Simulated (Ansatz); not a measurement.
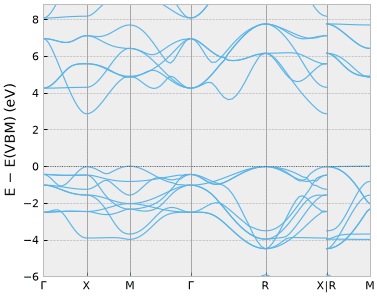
Band structure from r²SCAN (plane waves, PAW; program Ansatz)

### Question
Read off the gap and where the band edges lie.

### Answer
About 2.9 eV (2.85 eV by a search for the band edges); maximum at M, minimum at X.

### Question
Pick the material that matches.
A) CsPbCl3, cubic perovskite
B) BaZrO3, cubic perovskite
C) CsCdCl3, cubic perovskite
D) ZrPbO3, cubic perovskite

### Answer
D, ZrPbO3, cubic perovskite

Space group Pm-3m (cubic perovskite). The first step of the workflow began from a Materials Project structure, measured or hypothetical; the Crystallography Open Database copy checked does not list it. COD files the formula under space group No. 38, 55. Its standing as an ambient phase is unchecked. Symmetry was held in the r²SCAN relaxation; its stability against distortions is not shown here. The run is not spin-polarised. Spin–orbit coupling is left out wherever it is not named.

Potentials: the later of the program's two PAW sets.
